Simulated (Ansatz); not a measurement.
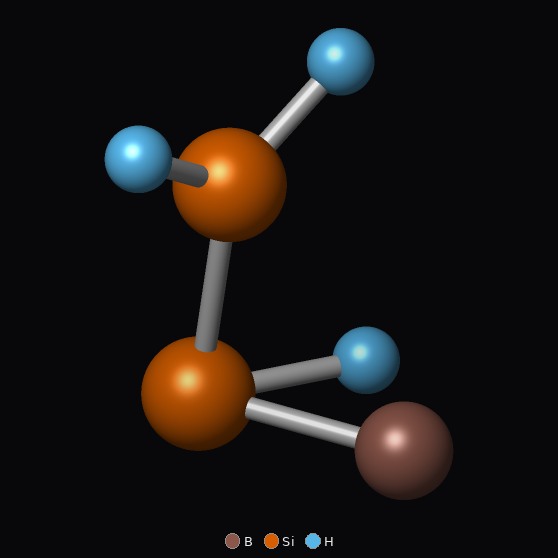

Ball-and-stick drawing of a structure.

The computed structure is the end point of a PBE0-D4/def2-TZVP optimisation. No frequency run is at hand to confirm it as a minimum.

Identify the structure.

Formula BH3Si2. The point group is C1. Coordination: 1 Si trigonal pyramidal; 1 Si trigonal planar.

More results for the same structure follow; atom numbers are the same in all pictures, views and colours differ.

**Geometry**

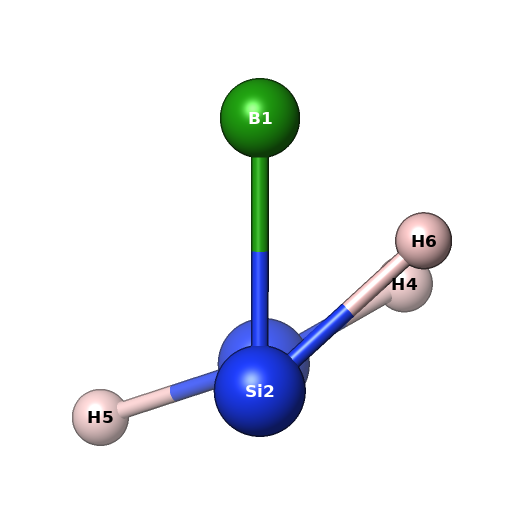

Si3 lies behind Si2. The molecule seen nearly along the Si2–Si3 bond, Si2 in front. Depth is shown by fading: the farther an atom, the more it takes the colour of the background. No frequency run is at hand to confirm it as a minimum.

What is the torsion angle B1–Si2–Si3–H4? The sign is positive where the front bond must turn clockwise to cover the back bond.

Answer. 64°, synclinal (gauche).

**Electronic properties**

No frequency run is at hand to confirm it as a minimum. Properties computed with RKS PBE0-D4/def2-TZVPP (Ansatz 0.2.0).

What is the LUMO energy (Kohn–Sham orbital)?

Answer. −3.43 eV.

Give the HOMO energy (Kohn–Sham orbital) at this level.

Answer. −5.74 eV.

**Dipole moment**

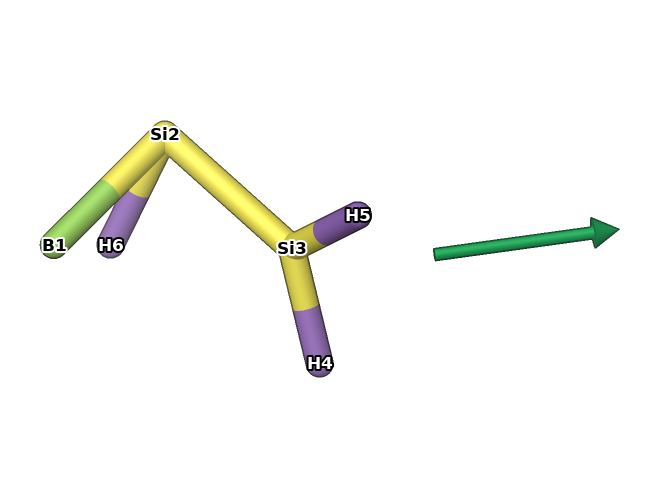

The arrow beside the molecule shows the direction of the dipole moment, from the negative to the positive end (its length means nothing). No frequency run is at hand to confirm it as a minimum. Level of theory: RKS PBE0-D4/def2-TZVP (Ansatz 0.2.0).

Estimate the dipole moment.

Answer. 2.86 D; it points from the side of B1 to the side of H5 (the outermost atoms at the two ends).

**Charges**

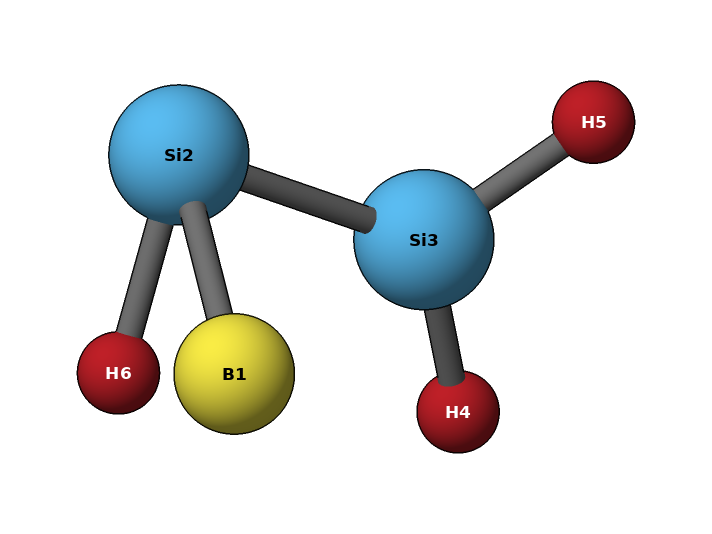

The questions are on Mulliken charges. No frequency run is at hand to confirm it as a minimum. Properties computed with RKS PBE0-D4/def2-TZVP (Ansatz 0.2.0).

Which atom carries the highest charge (most positive or least negative)?

Answer. H6 (0.12 e).

And the lowest?

Answer. B1 (−0.20 e).

List the Mulliken charges.

```
atom  value (e)
  B1      −0.20
 Si2      −0.04
 Si3       0.07
  H4       0.03
  H5       0.02
  H6       0.12
```

Mulliken values depend strongly on the basis set and can even reverse the polarity of a bond.
